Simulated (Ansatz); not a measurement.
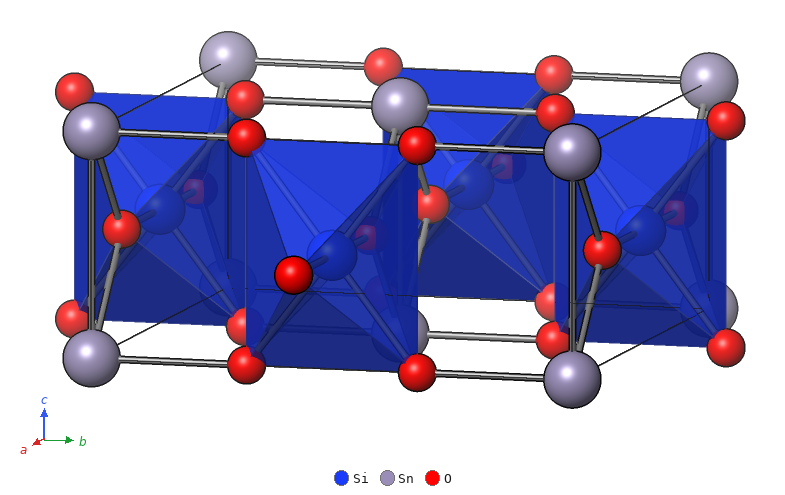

View slightly off an axis, drawn as a polyhedral model. The conventional unit cell is outlined; an atom on or near a face, edge or corner is repeated at each equivalent position. Some neighbours outside the box are added.

SiSnO₄, space group Cmmm (No. 65), a = 6.250 Å, b = 6.422 Å, c = 2.945 Å, α = 90.00°, β = 90.00°, γ = 90.00°. The model was built from a structure type filled with these elements by a generator (whether the compound takes this form wasn't checked). Earlier steps of the study may have refined or changed the cell and positions. It was the input of a calculation with Ansatz.

This one geometry was computed with Ansatz (DFT, plane waves, PAW) at five levels of theory: PBE with spin-orbit coupling, PBE0, HSE06, PBE and r2SCAN. It was relaxed beforehand with r2SCAN.

Which level gives the highest pressure at this volume, and what does that say about its equilibrium volume?

Highest: PBE with spin-orbit coupling (8.5 GPa) and PBE (8.6 GPa), which points to the largest equilibrium volume. Lowest, with the smallest volume: PBE0 (-1.8 GPa) and HSE06 (-1.7 GPa). Levels within 0.5 GPa of each other can't be told apart.

How does the band gap change with the level of theory?

PBE: a gap of 2.28 eV, direct; PBE with spin-orbit coupling: a gap of 2.29 eV, direct; r2SCAN: a gap of 3.02 eV, direct; HSE06: a gap of 4.15 eV, direct; PBE0: a gap of 4.89 eV, direct.

Collect the results in a table.

| level | cutoff (eV) | k-mesh of the run's cell | gap (eV) | pressure (GPa) |
| --- | --- | --- | --- | --- |
| PBE with spin-orbit coupling | 420 | 6×6×8 | 2.29 | 8.5 |
| PBE0 | 420 | 4×4×6 | 4.89 | -1.8 |
| HSE06 | 420 | 4×4×6 | 4.15 | -1.7 |
| PBE | 420 | 6×6×8 | 2.28 | 8.6 |
| r2SCAN | 500 | 6×6×8 | 3.02 | 0.0 |

Gaps are taken on the k-mesh or band path of each run.
